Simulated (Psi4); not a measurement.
## Run report: CH₇BSi₂, excited-state calculation

System: CH₇BSi₂.
Method: TDHF/def2-SVP, RHF (Psi4 1.11).

The geometry comes from this level: PBE0-D4/def2-TZVP.

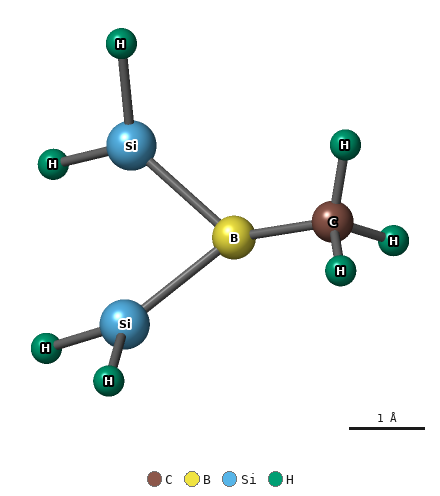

The structure (ball-and-stick view, seen at a tilt).

Key numbers

| quantity | value |
| --- | --- |
| outcome | converged |
| total energy | −644.174667 hartree |
| basis functions | 99 |
| HOMO | −8.13 eV |
| LUMO | 2.01 eV |
| dipole moment | 0.15 D |
| lowest excitation | 4.24 eV |
| hardware | 1 thread of AMD EPYC (Zen 2), 12 GiB of memory available, shared host |
| wall time | 11 s |
| peak memory | 0.38 GiB |

The input (input.dat)
```python
memory 1600 mb

molecule mol {
  0 1
  C     -0.263900     1.793500     0.099500
  B     -0.450600     0.243000    -0.016600
  Si     0.018800    -1.148600     1.199400
  Si     0.210300    -0.982900    -1.318800
  H      0.165600     2.121800     1.048800
  H     -1.271300     2.229100     0.051100
  H      0.301000     2.238000    -0.723000
  H     -0.479200    -2.541300     1.107000
  H      0.876900    -0.975400     2.403900
  H      1.239000    -0.662800    -2.346600
  H     -0.281200    -2.371200    -1.484200
  symmetry c1
}

set basis def2-SVP
set puream true
set scf_type pk
set save_jk true

from psi4.driver.procrouting.response.scf_response import tdscf_excitations
E, wfn = energy("hf", return_wfn=True)
states = tdscf_excitations(wfn, states=3, tda=False)
```

Command:
```bash
psi4 input.dat output.dat -n 1
```

Output
```
Psi4 1.11 release

   => Loading Basis Set <=

    Name: DEF2-SVP
    Role: ORBITAL
    Keyword: BASIS

         ---------------------------------------------------------
                                   SCF
                              RHF Reference
                        1 Threads,   1525 MiB Core
         ---------------------------------------------------------

  ==> Geometry <==

    Molecular point group: c1
    Full point group: C1

    Geometry (in Angstrom), charge = 0, multiplicity = 1:

       Center              X                  Y                   Z               Mass
    ------------   -----------------  -----------------  -----------------  -----------------
         C           -0.250379922861     2.205007894760     0.125910230679    12.000000000000
         B           -0.437079922861     0.654507894760     0.009810230679    11.009305360000
         SI           0.032320077139    -0.737092105240     1.225810230679    27.976926534650
         SI           0.223820077139    -0.571392105240    -1.292389769321    27.976926534650
         H            0.179120077139     2.533307894760     1.075210230679     1.007825032230
         H           -1.257779922861     2.640607894760     0.077510230679     1.007825032230
         H            0.314520077139     2.649507894760    -0.696589769321     1.007825032230
         H           -0.465679922861    -2.129792105240     1.133410230679     1.007825032230
         H            0.890420077139    -0.563892105240     2.430310230679     1.007825032230
         H            1.252520077139    -0.251292105240    -2.320189769321     1.007825032230
         H           -0.267679922861    -1.959692105240    -1.457789769321     1.007825032230

  Running in c1 symmetry.

  Rotational constants: A =      0.15060  B =      0.13507  C =      0.07490 [cm^-1]
  Rotational constants: A =   4514.79226  B =   4049.42366  C =   2245.37837 [MHz]
  Nuclear repulsion =  181.476428428229070

  Charge       = 0
  Multiplicity = 1
  Electrons    = 46
  Nalpha       = 23
  Nbeta        = 23

  ==> Algorithm <==

  SCF Algorithm Type is PK.
  DIIS enabled.
  MOM disabled.
  Fractional occupation disabled.
  Guess Type is SAD.
  Energy threshold   = 1.00e-06
  Density threshold  = 1.00e-06
  Integral threshold = 1.00e-12

  ==> Primary Basis <==

  Basis Set: DEF2-SVP
    Blend: DEF2-SVP
    Number of shells: 49
    Number of basis functions: 99
    Number of Cartesian functions: 103
    Spherical Harmonics?: true
    Max angular momentum: 2

  ==> Integral Setup <==

  Using in-core PK algorithm.
   Calculation information:
      Number of atoms:                  11
      Number of AO shells:              49
      Number of primitives:             95
      Number of atomic orbitals:       103
      Number of basis functions:        99

      Integral cutoff                 1.00e-12
      Number of threads:                 1

  Performing in-core PK
  Using 24507450 doubles for integral storage.
  We computed 661448 shell quartets total.
  Whereas there are 750925 unique shell quartets.

  ==> DiskJK: Disk-Based J/K Matrices <==

    J tasked:                  Yes
    K tasked:                  Yes
    wK tasked:                  No
    Memory [MiB]:             1144
    Schwarz Cutoff:          1E-12

  Minimum eigenvalue in the overlap matrix is 2.9371180057E-03.
  Reciprocal condition number of the overlap matrix is 5.1378318011E-04.
    Using symmetric orthogonalization.

  ==> Pre-Iterations <==

  SCF Guess: Superposition of Atomic Densities via on-the-fly atomic UHF (no occupation information).

   -------------------------
    Irrep   Nso     Nmo
   -------------------------
     A         99      99
   -------------------------
    Total      99      99
   -------------------------

  ==> Iterations <==

                        Total Energy        Delta E     RMS |[F,P]|

   @RHF iter SAD:  -643.52046730612744   -6.43520e+02   0.00000e+00
   @RHF iter   1:  -644.04872360485354   -5.28256e-01   4.00093e-03 DIIS/ADIIS
   @RHF iter   2:  -644.14379673039616   -9.50731e-02   2.08144e-03 DIIS/ADIIS
   @RHF iter   3:  -644.17240666199405   -2.86099e-02   3.88718e-04 DIIS/ADIIS
   @RHF iter   4:  -644.17455315872019   -2.14650e-03   8.41855e-05 DIIS
   @RHF iter   5:  -644.17464872702169   -9.55683e-05   2.36867e-05 DIIS
   @RHF iter   6:  -644.17466341547049   -1.46884e-05   1.00348e-05 DIIS
   @RHF iter   7:  -644.17466621792607   -2.80246e-06   4.24054e-06 DIIS
   @RHF iter   8:  -644.17466689933246   -6.81406e-07   9.83756e-07 DIIS
  Energy and wave function converged.

  ==> Post-Iterations <==

    Orbital Energies [Eh]
    ---------------------

    Doubly Occupied:

       1A    -68.751991     2A    -68.751960     3A    -11.210857
       4A     -7.599721     5A     -6.126791     6A     -6.126738
       7A     -4.237139     8A     -4.236960     9A     -4.235569
      10A     -4.235513    11A     -4.235149    12A     -4.235097
      13A     -0.940451    14A     -0.784343    15A     -0.662583
      16A     -0.589436    17A     -0.557389    18A     -0.549704
      19A     -0.517093    20A     -0.471953    21A     -0.469948
      22A     -0.361081    23A     -0.298661

    Virtual:

      24A      0.073874    25A      0.082473    26A      0.142955
      27A      0.167014    28A      0.209540    29A      0.226248
      30A      0.233055    31A      0.237443    32A      0.264984
      33A      0.276034    34A      0.307069    35A      0.326913
      36A      0.363387    37A      0.388533    38A      0.406131
      39A      0.452316    40A      0.471154    41A      0.516506
      42A      0.528618    43A      0.551941    44A      0.589411
      45A      0.621211    46A      0.632982    47A      0.650044
      48A      0.682586    49A      0.694947    50A      0.711027
      51A      0.726119    52A      0.740911    53A      0.755733
      54A      0.772131    55A      0.798233    56A      0.838578
      57A      0.880097    58A      0.917575    59A      0.925749
      60A      0.940927    61A      0.948068    62A      0.982676
      63A      0.986227    64A      1.104509    65A      1.123794
      66A      1.167007    67A      1.167434    68A      1.210439
      69A      1.349740    70A      1.382110    71A      1.569409
      72A      1.621541    73A      1.689920    74A      1.729859
      75A      1.794522    76A      1.797874    77A      1.811312
      78A      1.817822    79A      1.835441    80A      1.841069
      81A      1.857845    82A      1.909037    83A      2.032298
      84A      2.033460    85A      2.090053    86A      2.097623
      87A      2.216726    88A      2.282132    89A      2.337367
      90A      2.338853    91A      2.445782    92A      2.520811
      93A      2.537408    94A      2.692245    95A      2.821230
      96A      2.825206    97A      3.072077    98A      3.312217
      99A      3.331670

    Final Occupation by Irrep:
              A
    DOCC [    23 ]
    NA   [    23 ]
    NB   [    23 ]

  @RHF Final Energy:  -644.17466689933246

   => Energetics <=

    Nuclear Repulsion Energy =            181.4764284282290703
    One-Electron Energy =               -1250.9295978940558598
    Two-Electron Energy =                 425.2785025664942964
    Total Energy =                       -644.1746668993323510

Computation Completed

Properties will be evaluated at   0.000000,   0.000000,   0.000000 [a0]

Properties computed using the SCF density matrix

 Multipole Moments:

 ------------------------------------------------------------------------------------
     Multipole            Electronic (a.u.)      Nuclear  (a.u.)        Total (a.u.)
 ------------------------------------------------------------------------------------

 L = 1.  Multiply by 2.5417464519 to convert [e a0] to [Debye]
 Dipole X            :         -1.0274660            1.0274886            0.0000226
 Dipole Y            :         -2.0227267            2.0835424            0.0608157
 Dipole Z            :         -0.2124496            0.2159402            0.0034905
 Magnitude           :                                                    0.0609158

 ------------------------------------------------------------------------------------

	total time  =          3 seconds =       0.05 minutes

******************************************************************************************
**********                               WARNING                                **********
**********       The names of excited state variables changed between 1.5       **********
**********     and 1.6. For a quick solution, remove the symmetry specifier     **********
**********   from the variable name. For full details, see 'Notes on Psivars'   **********
**********                        in the documentation.                         **********
******************************************************************************************

         ---------------------------------------------------------
                         TDSCF excitation energies
         ---------------------------------------------------------

  ==> Options <==

     Residual threshold  : 1.0000e-04
     Initial guess       : denominators
     Reference           : RHF
     Solver type         : RPA (Hamiltonian)

  ==> Requested Excitations <==

      3 singlet states with A symmetry

  ==> Seeking the lowest 3 singlet states with A symmetry

                        Generalized Hamiltonian Solver

  ==> Options <==

    Max number of iterations        = 60
    Eigenvector tolerance           = 1.0000e-04
    Max number of expansion vectors = 600

  => Iterations <=
                              Max[D[value]]     Max[|R|]   # vectors
  HamiltonianSolver iter   1:   2.24269e-01  2.41814e-01     12
  HamiltonianSolver iter   2:   2.26704e-02  5.39605e-02     18
  HamiltonianSolver iter   3:   1.09996e-03  1.67511e-02     24
  HamiltonianSolver iter   4:   7.10589e-05  4.73332e-03     30
  HamiltonianSolver iter   5:   4.39627e-06  1.32032e-03     36
  HamiltonianSolver iter   6:   4.34867e-07  3.43810e-04     42
  HamiltonianSolver iter   7:   3.12163e-08  1.02511e-04     48
  HamiltonianSolver iter   8:   1.75335e-09  8.21261e-05     50      Converged

******************************************************************************************
**********                               WARNING                                **********
**********  Length-gauge rotatory strengths are **NOT** gauge-origin invariant  **********
******************************************************************************************

                                    Excitation Energy         Total Energy        Oscillator Strength             Rotatory Strength
     #   Sym: GS->ES (Trans)        au              eV              au          au (length)    au (velocity)    au (length)    au (velocity)
    ---- -------------------- --------------- --------------- --------------- --------------- --------------- --------------- ---------------
     1        A->A (1 A)       0.15564         4.23515        -644.01903       0.0717          0.0649         -0.0011         -0.0008
     2        A->A (1 A)       0.16912         4.60192        -644.00555       0.0047          0.0009          0.0011          0.0009
     3        A->A (1 A)       0.20052         5.45645        -643.97415       0.4427          0.3877          0.0014          0.0014

Contributing excitations and de-excitations
Only contributions with abs(coeff) > 1.00e-01 will be printed:

Excited State    1 (1 A):   0.15564 au   292.75 nm f = 0.0717
  Sums of squares: Xssq =  1.009040e+00; Yssq =  9.039975e-03; Xssq - Yssq =  1.000000e+00
     22a  ->  25a    -0.100081 ( 1.002%)
     23a  ->  24a    -0.967694 (93.643%)
     23a  ->  26a    -0.109644 ( 1.202%)
     23a  ->  28a    -0.112866 ( 1.274%)

Excited State    2 (1 A):   0.16912 au   269.42 nm f = 0.0047
  Sums of squares: Xssq =  1.004119e+00; Yssq =  4.119043e-03; Xssq - Yssq =  1.000000e+00
     22a  ->  24a    -0.924642 (85.496%)
     23a  ->  25a    -0.330964 (10.954%)

Excited State    3 (1 A):   0.20052 au   227.23 nm f = 0.4427
  Sums of squares: Xssq =  1.011434e+00; Yssq =  1.143382e-02; Xssq - Yssq =  1.000000e+00
     22a  ->  24a     0.312875 ( 9.789%)
     22a  ->  26a    -0.166026 ( 2.756%)
     23a  ->  25a    -0.918660 (84.394%)

******************************************************************************************
**********                               WARNING                                **********
**********       The names of excited state variables changed between 1.5       **********
**********     and 1.6. For a quick solution, remove the symmetry specifier     **********
**********   from the variable name. For full details, see 'Notes on Psivars'   **********
**********                        in the documentation.                         **********
******************************************************************************************

    Psi4 run time: 0:00:09.73
```

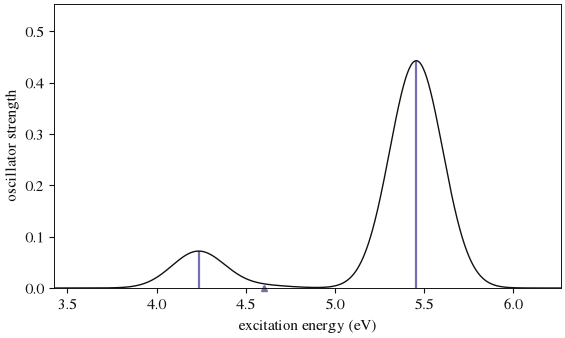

Computed excitations as sticks (degenerate states added up, dark ones marked on the axis), with a Gaussian envelope of 0.35 eV full width at half maximum, scaled to the tallest. Of the 3 states the lowest lies at 4.24 eV (f = 0.072); the strongest line is at 5.46 eV, or 227 nm (f = 0.443).

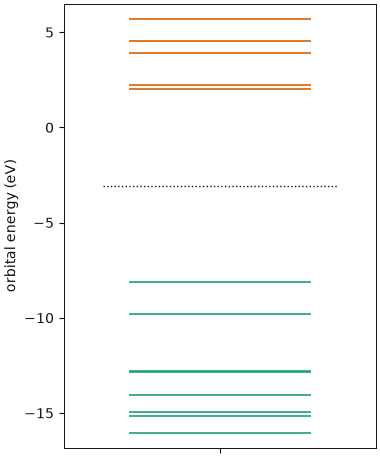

Orbital energies near the frontier; the dotted line parts filled from empty levels, and levels within 0.02 eV of each other stand side by side. Highest filled −8.13 eV, lowest empty 2.01 eV, 10.14 eV apart.
